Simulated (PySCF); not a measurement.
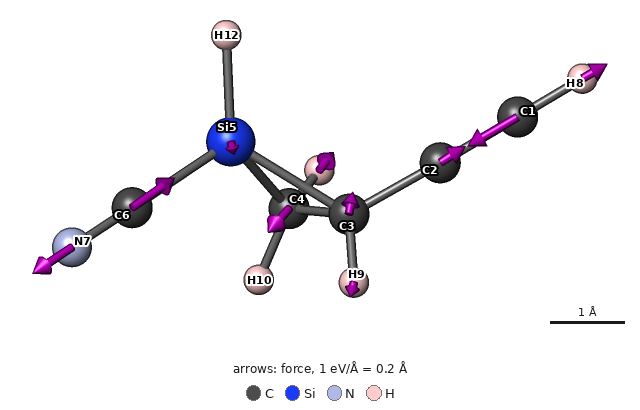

Starting geometry of C5H5NSi with the computed forces as purple arrows. The picture is a ball-and-stick view, seen from a free direction.

The start comes from GFN2-xTB. Its atoms were then displaced at random by about 0.01 Å.

All numbers below come from PBE0-D3(BJ)/def2-SVP geometry optimisation, gas phase in PySCF 2.14.0, density-fitted response routines. 

Is this structure relaxed? If not, where do the atoms go?

Answer. It isn't relaxed: the largest force vector, on a C atom, is 4.16 eV/Å. The final displacements follow the starting forces only in part (cosine between the two patterns 0.36). After 6 geometry steps the energy has fallen by 5.58 kcal/mol. The largest move after the best rigid fit is that of an H atom, 0.072 Å. By element the largest moves are H 0.072 Å, C 0.047 Å, Si 0.042 Å, N 0.018 Å. Some distances before and after: C–H 1.038 → 1.095 Å, C–H 1.030 → 1.074 Å, C–Si 1.876 → 1.846 Å, C–H 1.068 → 1.098 Å. Bond angles that change, for instance: C–C–H 118.8° → 115.1°, C–C–C 115.5° → 118.6°, Si–C–H 118.6° → 115.7°.
